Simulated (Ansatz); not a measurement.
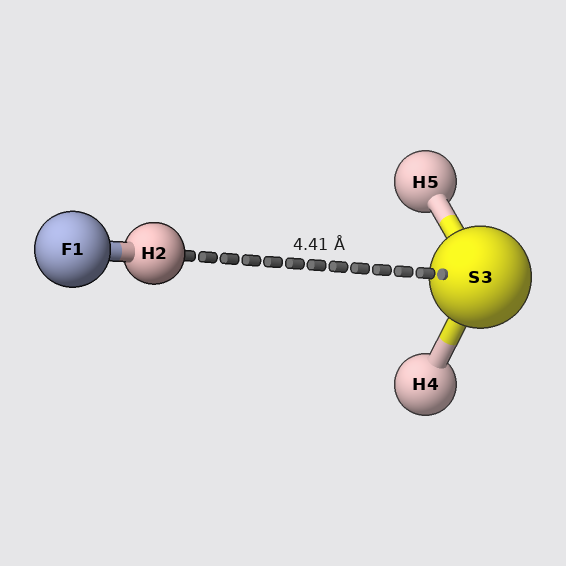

Two molecules or ions; the broken line marks their closest contact (measured against van der Waals radii). Geometry: a pair of rigid molecules at a changed separation. Program: Ansatz 0.2.0.

Which two species are they?

HF and H2S (`F.S`).

Give the counterpoise-corrected interaction energy (kJ/mol, monomers kept as in the pair) with RHF-CCSD(T) (frozen core)/def2-TZVPPD; PBE0-D4/def2-TZVPPD; PBE-D4/def2-TZVPPD; ωB97M-V/def2-TZVPPD; r2SCAN-D4/def2-TZVPPD; B3LYP-D4/def2-TZVPPD.

```json
{"level": "RHF-CCSD(T) (frozen core)/def2-TZVPPD", "interaction energy (kJ/mol)": "−3.2"}
{"level": "PBE0-D4/def2-TZVPPD", "interaction energy (kJ/mol)": "−3.4"}
{"level": "PBE-D4/def2-TZVPPD", "interaction energy (kJ/mol)": "−3.4"}
{"level": "ωB97M-V/def2-TZVPPD", "interaction energy (kJ/mol)": "−3.3"}
{"level": "r2SCAN-D4/def2-TZVPPD", "interaction energy (kJ/mol)": "−3.3"}
{"level": "B3LYP-D4/def2-TZVPPD", "interaction energy (kJ/mol)": "−3.1"}
```
